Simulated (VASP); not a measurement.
# La2Sb with and without spin-orbit coupling, part 3 of 5

What does spin-orbit coupling change in La2Sb, and what does it cost? All runs use PBEsol. The start is a cell from a database of measured crystal structures.

VASP 6.6.1, plane waves and PAW; the level of theory is named at each step.

Still holding for the runs below: The k-mesh is coarse for a metal.

So far. Step 2 (Reference run): The pressure is -1.60 GPa and the largest force 0.072 eV/Å, so the cell is not at a minimum at these settings. Step 3 (Band structure (PBEsol)): There is no gap at this level.

## Step 4: Band structure (PBEsol + SOC)

This step: PBEsol, spin-orbit coupling; plane waves and PAW (La, Sb) (VASP 6.6.1).

Levels along the symmetry lines show where the bands peak and cross; KPOINTS_OPT computes them in the converged potential. Spin-orbit coupling needs spinors and the noncollinear program, where each band holds one electron.

The input, INCAR:

```
SYSTEM = La2Sb
PREC = Accurate
ENCUT = 400
EDIFF = 1E-06
NELM = 100
ISMEAR = -1
SIGMA = 0.05
LREAL = .FALSE.
ALGO = Normal
GGA = PS
LNONCOLLINEAR = .TRUE.
MAGMOM = 0 0 0 0 0 0 0 0 0 0 0 0 0 0 0 0 0 0
NBANDS = 66
GGA_COMPAT = .FALSE.
LASPH = .TRUE.
LSORBIT = .TRUE.
LMAXMIX = 6
LORBIT = 11
LWAVE = .FALSE.
LCHARG = .FALSE.
KPAR = 4
```

The input, POSCAR:

```
La2Sb
1.0
    0.0000000000     -4.6290000000      0.0000000000
   -4.6290000000      0.0000000000      0.0000000000
    2.3145000000     -2.3145000000     -9.0490000000
La Sb
4 2
Direct
    0.5000000000      0.0000000000      0.0000000000
    0.0000000000      0.5000000000      0.0000000000
    0.3203000000      0.6797000000      0.3594000000
    0.6797000000      0.3203000000      0.6406000000
    0.1377000000      0.8623000000      0.7246000000
    0.8623000000      0.1377000000      0.2754000000
```

The input, KPOINTS:

```
Automatic mesh
0
Gamma
6 6 6
0 0 0
```

The input, KPOINTS_OPT:

```
Line mode
16
Line-mode
Reciprocal
  0.00000000   0.00000000   0.00000000 GAMMA
 -0.50000000  -0.50000000   0.00000000 X

 -0.50000000  -0.50000000   0.00000000 X
 -0.46728980  -0.53271020   0.03271020 Y

 -0.46728980  -0.53271020   0.03271020 Y
  0.00000000  -0.53271020   0.26635510 S

  0.00000000  -0.53271020   0.26635510 S
  0.00000000   0.00000000   0.00000000 GAMMA

  0.00000000   0.00000000   0.00000000 GAMMA
  0.00000000   0.00000000  -0.50000000 Z

  0.00000000   0.00000000  -0.50000000 Z
  0.00000000  -0.46728980  -0.26635510 S1

  0.00000000  -0.46728980  -0.26635510 S1
  0.00000000  -0.50000000   0.00000000 N

  0.00000000  -0.50000000   0.00000000 N
 -0.50000000  -0.50000000  -0.25000000 P

 -0.50000000  -0.50000000  -0.25000000 P
 -0.46728980  -0.46728980  -0.50000000 Y1

 -0.46728980  -0.46728980  -0.50000000 Y1
  0.00000000   0.00000000  -0.50000000 Z

 -0.50000000  -0.50000000   0.00000000 X
 -0.50000000  -0.50000000  -0.25000000 P
```

The projector-augmented-wave data sets are La and Sb (PBE family, release 64).

Run with:

```sh
$ mpirun -np 4 vasp_ncl
```

The log of the run:

```text
[... set-up lines as in an earlier step ...]
 entering main loop
       N       E                     dE             d eps       ncg     rms          rms(c)
DAV:   1     0.673521787850E+03    0.67352E+03   -0.15093E+04  3984   0.171E+03
DAV:   2     0.160514839369E+03   -0.51301E+03   -0.49913E+03  5776   0.433E+02
DAV:   3    -0.936763647758E+01   -0.16988E+03   -0.16721E+03  6664   0.305E+02
DAV:   4    -0.333537699611E+02   -0.23986E+02   -0.23354E+02  6966   0.138E+02
DAV:   5    -0.376757656760E+02   -0.43220E+01   -0.42025E+01  7856   0.550E+01    0.855E+00
DAV:   6    -0.375132117133E+02    0.16255E+00   -0.32195E+01  7832   0.359E+01    0.555E+00
DAV:   7    -0.373033674403E+02    0.20984E+00   -0.10239E+01  7794   0.257E+01    0.304E+00
DAV:   8    -0.374541633326E+02   -0.15080E+00   -0.26483E+00  7368   0.114E+01    0.139E+00
DAV:   9    -0.373832793037E+02    0.70884E-01   -0.89005E-01  7568   0.698E+00    0.536E-01
DAV:  10    -0.373896862177E+02   -0.64069E-02   -0.99007E-02  7248   0.261E+00    0.286E-01
DAV:  11    -0.373932357178E+02   -0.35495E-02   -0.31626E-02  7872   0.135E+00    0.193E-01
DAV:  12    -0.373925201374E+02    0.71558E-03   -0.11186E-02  7672   0.763E-01    0.109E-01
DAV:  13    -0.373930575047E+02   -0.53737E-03   -0.41160E-03  7704   0.466E-01    0.724E-02
DAV:  14    -0.373931968244E+02   -0.13932E-03   -0.10076E-03  7920   0.238E-01    0.466E-02
DAV:  15    -0.373932733168E+02   -0.76492E-04   -0.67545E-04  7384   0.183E-01    0.269E-02
DAV:  16    -0.373932908180E+02   -0.17501E-04   -0.19899E-04  7816   0.108E-01    0.102E-02
DAV:  17    -0.373932981120E+02   -0.72940E-05   -0.94382E-05  6904   0.634E-02    0.401E-03
DAV:  18    -0.373933011270E+02   -0.30151E-05   -0.34118E-05  5816   0.435E-02    0.241E-03
DAV:  19    -0.373933022455E+02   -0.11184E-05   -0.90377E-06  4096   0.230E-02    0.165E-03
DAV:  20    -0.373933028660E+02   -0.62053E-06   -0.32197E-06  3648   0.185E-02
   1 F= -.37393303E+02 E0= -.37359127E+02  d E =-.683524E-01  mag=    -0.0000    -0.0000     0.0000
 Start KPOINTS_OPT (optional k-point list driver)
k-point batch [1-30\176]
       N       E                     dE             ncg
DAV:   1     0.127401063748E+05   -0.18525E+05     3960
DAV:   2    -0.243439779938E+04   -0.15175E+05     5832
DAV:   3    -0.754924717461E+04   -0.51148E+04     6680
DAV:   4    -0.830261402318E+04   -0.75337E+03     6920
DAV:   5    -0.841429503747E+04   -0.11168E+03     7888
DAV:   6    -0.843909384906E+04   -0.24799E+02     7880
DAV:   7    -0.844598373881E+04   -0.68899E+01     7920
DAV:   8    -0.844795535392E+04   -0.19716E+01     7888
DAV:   9    -0.844853556108E+04   -0.58021E+00     7920
DAV:  10    -0.844871295914E+04   -0.17740E+00     7888
DAV:  11    -0.844876868287E+04   -0.55724E-01     7920
DAV:  12    -0.844878655774E+04   -0.17875E-01     7888
DAV:  13    -0.844879235585E+04   -0.57981E-02     7736
DAV:  14    -0.844879425513E+04   -0.18993E-02     6544
DAV:  15    -0.844879487799E+04   -0.62286E-03     4960
DAV:  16    -0.844879508377E+04   -0.20577E-03     4224
DAV:  17    -0.844879515223E+04   -0.68468E-04     4056
DAV:  18    -0.844879517523E+04   -0.22998E-04     3712
DAV:  19    -0.844879518298E+04   -0.77486E-05     3600
DAV:  20    -0.844879518568E+04   -0.27037E-05     3600
DAV:  21    -0.844879518626E+04   -0.57997E-06     2984
[...]
k-point batch [151-176\176]
       N       E                     dE             ncg
DAV:   1     0.157659380401E+05   -0.16234E+05     3432
DAV:   2     0.263610403746E+04   -0.13130E+05     5088
DAV:   3    -0.176772329044E+04   -0.44038E+04     5800
DAV:   4    -0.240843434201E+04   -0.64071E+03     5924
DAV:   5    -0.250232916468E+04   -0.93895E+02     6856
DAV:   6    -0.252425255136E+04   -0.21923E+02     6832
DAV:   7    -0.253041064996E+04   -0.61581E+01     6856
DAV:   8    -0.253215042466E+04   -0.17398E+01     6824
DAV:   9    -0.253264614205E+04   -0.49572E+00     6856
DAV:  10    -0.253279378077E+04   -0.14764E+00     6832
DAV:  11    -0.253283911787E+04   -0.45337E-01     6856
DAV:  12    -0.253285338962E+04   -0.14272E-01     6824
DAV:  13    -0.253285795142E+04   -0.45618E-02     6632
DAV:  14    -0.253285943195E+04   -0.14805E-02     5560
DAV:  15    -0.253285991064E+04   -0.47869E-03     4352
DAV:  16    -0.253286006648E+04   -0.15584E-03     3744
DAV:  17    -0.253286011741E+04   -0.50936E-04     3608
DAV:  18    -0.253286013414E+04   -0.16729E-04     3328
DAV:  19    -0.253286013974E+04   -0.55978E-05     3144
DAV:  20    -0.253286014160E+04   -0.18617E-05     3056
DAV:  21    -0.253286014196E+04   -0.35453E-06     2512
```

The job ended after 24 min (4 MPI ranks of Intel Xeon Platinum 8559C (Emerald Rapids), shared host; peak memory 3.9 GiB; 1.6 h of CPU time).

Parts of OUTCAR (step 4):

```text
The static configuration has the point symmetry D_4h.

 Found     30 irreducible k-points:

   k-points           NKPTS =     30   k-points in BZ     NKDIM =     30   number of bands    NBANDS=     66

   NELECT =      54.0000    total number of electrons

 E-fermi :   8.1815

 k-point     1 :       0.0000    0.0000    0.0000
  band No.  band energies     occupation
    ...
     54       7.4990      1.00000
     55       7.8580      0.99846
     56       7.8580      0.99846
     57       8.1533      0.63770
     58       8.1533      0.63770
     59       8.7257      0.00002
     60       8.7257      0.00002
     61       8.8282      0.00000
     62       8.8282      0.00000
     63       9.4921      0.00000
    ...

 k-point     2 :       0.1667    0.0000    0.0000
  band No.  band energies     occupation
    ...
     52       7.6749      0.99996
     53       7.7036      0.99993
     54       7.7036      0.99993
     55       7.9682      0.98618
     56       7.9682      0.98618
     57       8.4661      0.00337
     58       8.4661      0.00337
     59       8.6438      0.00010
     60       8.6438      0.00010
     61       8.8431      0.00000
    ...

  Total       -2.1251378     -2.1251378     -1.6650786      0.0000000      0.0000000      0.0000000
  in kB      -17.5599278    -17.5599278    -13.7584775      0.0000000      0.0000000      0.0000000
  external PRESSURE =     -16.2927777 kB  Pullay stress =       0.0000000 kB

 POSITION                                       TOTAL-FORCE (eV/Angst)
 -----------------------------------------------------------------------------------
      0.00000     -2.31450      0.00000        -0.000000     -0.000000     -0.000000
     -2.31450      0.00000      0.00000         0.000000      0.000000     -0.000000
     -2.31450     -2.31450     -3.25221         0.000000     -0.000000      0.072245
     -0.00000     -4.62900     -5.79679        -0.000000      0.000000     -0.072245
     -2.31450     -2.31450     -6.55691        -0.000000      0.000000     -0.055192
     -0.00000     -4.62900     -2.49209         0.000000     -0.000000      0.055192
 -----------------------------------------------------------------------------------
    total drift:                                0.000000     -0.000000     -0.000000

  FREE ENERGIE OF THE ION-ELECTRON SYSTEM (eV)
  ---------------------------------------------------
  free  energy   TOTEN  =       -37.3933028660 eV

  energy  without entropy=      -37.3249504709  energy(sigma->0) =      -37.35912667

 Spin-Orbit-Coupling matrix elements
 Ion:    1  E_soc:     -0.6019667
 Ion:    2  E_soc:     -0.6019667
 Ion:    3  E_soc:     -0.5978857
 Ion:    4  E_soc:     -0.5978857
 Ion:    5  E_soc:     -0.1248557
 Ion:    6  E_soc:     -0.1248557

 total charge
# of ion       s       p       d       f       tot
--------------------------------------------------
    1        2.056   5.551   0.978   0.132   8.717
    2        2.056   5.551   0.978   0.132   8.717
    3        2.030   5.622   0.736   0.085   8.473
    4        2.030   5.622   0.736   0.085   8.473
    5        1.112   1.380   0.021   0.000   2.513
    6        1.112   1.380   0.021   0.000   2.513
--------------------------------------------------
tot         10.397  25.105   3.472   0.433  39.407

 magnetization (x)
# of ion       s       p       d       f       tot
--------------------------------------------------
    1        0.000  -0.000   0.000   0.000  -0.000
    2       -0.000   0.000   0.000   0.000  -0.000
    3        0.000   0.000   0.000  -0.000  -0.000
    4        0.000   0.000   0.000  -0.000  -0.000
    5        0.000  -0.000   0.000   0.000  -0.000
    6        0.000   0.000   0.000   0.000   0.000
--------------------------------------------------
tot         -0.000  -0.000   0.000  -0.000  -0.000

 magnetization (y)
# of ion       s       p       d       f       tot
--------------------------------------------------
    1        0.000   0.000   0.000  -0.000  -0.000
    2       -0.000   0.000   0.000  -0.000  -0.000
    3        0.000   0.000   0.000   0.000   0.000
    4        0.000   0.000   0.000   0.000   0.000
    5       -0.000  -0.000   0.000   0.000  -0.000
    6       -0.000   0.000   0.000   0.000   0.000
--------------------------------------------------
tot         -0.000   0.000   0.000  -0.000  -0.000

 magnetization (z)
# of ion       s       p       d       f       tot
--------------------------------------------------
    1       -0.000   0.000  -0.000   0.000  -0.000
    2       -0.000   0.000   0.000  -0.000  -0.000
    3        0.000   0.000   0.000   0.000   0.000
    4        0.000   0.000   0.000   0.000   0.000
    5        0.000   0.000   0.000   0.000   0.000
    6        0.000   0.000   0.000   0.000   0.000
--------------------------------------------------
tot         -0.000   0.000  -0.000   0.000  -0.000

[... 7 parts as in an earlier step ...]

[... 5 further parts left out ...]
```

Numbers from this step:

```yaml
scf_cycles: 20
bands: 66
free_energy_toten: -37.39 eV
energy_at_zero_smearing: -37.36 eV
fermi_energy: 8.181 eV
pressure: -1.629 GPa
```

On-site spin-orbit energy by atom:

```tsv
atom	on-site spin-orbit energy (eV)
La1	-0.602
La2	-0.602
La3	-0.598
La4	-0.598
Sb5	-0.125
Sb6	-0.125
```

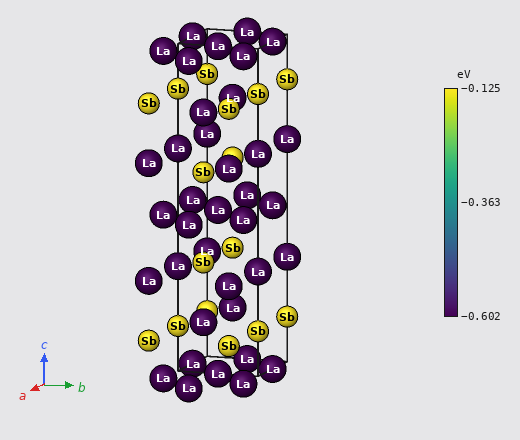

Atoms coloured by on-site spin-orbit energy. 2×1×1 conventional cells are drawn. Some periodic images of atoms are drawn too.

The electronic bands at the labelled points (eV, zero at the Fermi level; # counts the bands kept, so #1 is VASP's band 33):

```tsv
point	#19	#20	#21	#22	#23	#24	#25	#26
Γ	-0.89	-0.89	-0.68	-0.68	-0.32	-0.32	-0.03	-0.03
X	-0.31	-0.31	-0.09	-0.09	0.12	0.12	0.24	0.24
Y	-0.31	-0.31	-0.08	-0.08	0.10	0.10	0.28	0.28
S	-0.04	-0.04	0.03	0.03	0.48	0.48	0.87	0.87
Γ	-0.89	-0.89	-0.68	-0.68	-0.32	-0.32	-0.03	-0.03
Z	-0.89	-0.89	-0.58	-0.58	-0.45	-0.45	0.52	0.52
S1	-0.04	-0.04	0.03	0.03	0.48	0.48	0.87	0.87
N	-0.07	-0.07	0.01	0.01	0.45	0.45	0.67	0.67
P	-0.23	-0.23	-0.22	-0.22	0.20	0.20	0.20	0.20
Y1	-0.31	-0.31	-0.08	-0.08	0.10	0.10	0.28	0.28
Z	-0.89	-0.89	-0.58	-0.58	-0.45	-0.45	0.52	0.52
jump to X	-0.31	-0.31	-0.09	-0.09	0.12	0.12	0.24	0.24
P	-0.23	-0.23	-0.22	-0.22	0.20	0.20	0.20	0.20
```

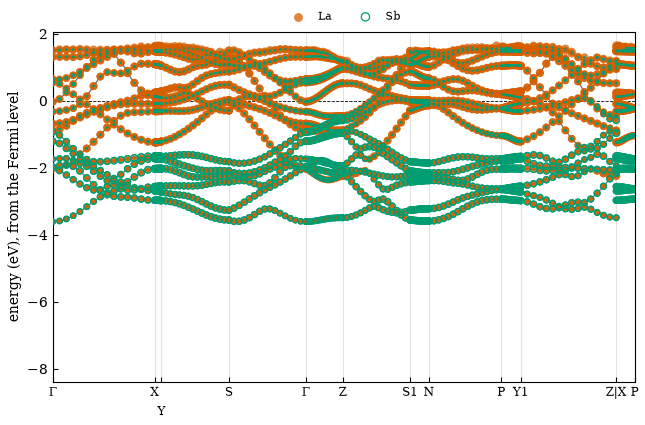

Electronic bands along the path; dots are coloured as in the legend, and their area grows with the weight.

Force by atom:

```tsv
atom	x (eV/Å)	y (eV/Å)	z (eV/Å)	size
La1	0.0000	0.0000	0.0000	0.0000
La2	0.0000	0.0000	0.0000	0.0000
La3	0.0000	0.0000	0.0722	0.0722
La4	0.0000	0.0000	-0.0722	0.0722
Sb5	0.0000	0.0000	-0.0552	0.0552
Sb6	0.0000	0.0000	0.0552	0.0552
```

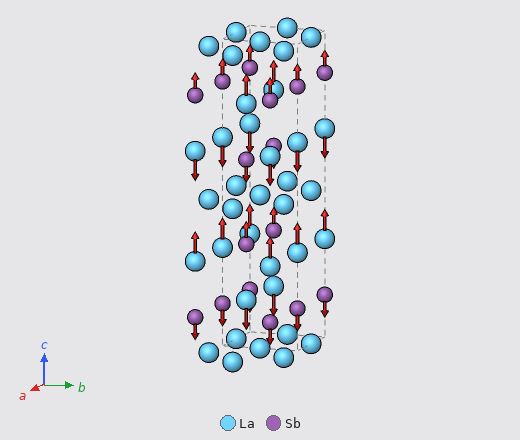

Force as arrows, the longest 0.0722 eV/Å. 2×1×1 conventional cells are drawn. Some periodic images of atoms are drawn too.

There is no gap at this level. Without the coupling there was no gap either. The run took 4.2 times the core time, with 66 spinor bands against 43.

(Continued in part 4 of 5.)

[Lines on the potential files, build, host, timing and source positions are cut from VASP's logs without a mark.]

[Logs are printed without paths, hosts, clocks, repeated set-up lines and the standing remarks that a program may print on its own settings, such as how far it seeks lower states.]

[Hosts, paths, dates, database ids (printed as entryN), source tags and the programs' standing remarks are cut or masked in the printed files.]

[A measured line is paired with the nearest computed mode of its activity, which favours agreement.]
